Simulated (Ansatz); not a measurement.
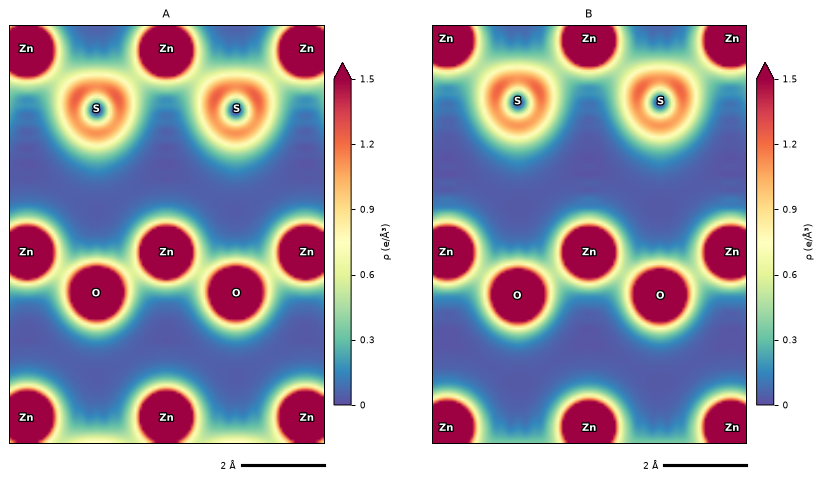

Zn$_{4}$SO$_{3}$. The valence charge density (pseudo) of two cells that differ in size and shape, on the (100) plane of each (indices in the axes of the calculation cell), at one length scale and on one colour scale: B has 14.4 Å³ an atom and A 13.1.

Space group P-4m2; a structure generated by program, which may or may not match a known phase.

Method: Ansatz 0.2.0, DFT PBE, scalar-relativistic, plane waves, PAW.

In a PAW calculation such maps are meaningful between the atoms, not at the nuclei.

The larger cell:

```
Zn S O
1.0
     3.48600    0.00000    0.00000
     0.00000    3.48600    0.00000
     0.00000    0.00000    9.48167
Zn S O
4 1 3
Direct
  0.50000 0.00000 0.66026
  0.00000 0.50000 0.88823
  0.50000 0.00000 0.11177
  0.00000 0.50000 0.33974
  0.50000 0.50000 0.50000
  0.00000 0.00000 0.77585
  0.50000 0.50000 0.00000
  0.00000 0.00000 0.22415
```

The smaller cell: a = 3.420 Å, b = 3.420 Å, c = 8.993 Å, α = 90.00°, β = 90.00°, γ = 90.00°.

**What changes from the larger cell to the smaller?**

From the larger cell to the smaller, Zn–S goes from 2.31 to 2.25 Å, and the density at its midpoint from 0.53 to 0.59 e/Å³; Zn–O goes from 2.04 to 1.98 Å, and the density at its midpoint from 0.52 to 0.59 e/Å³; the pressure goes from −3.0 to 7 GPa.
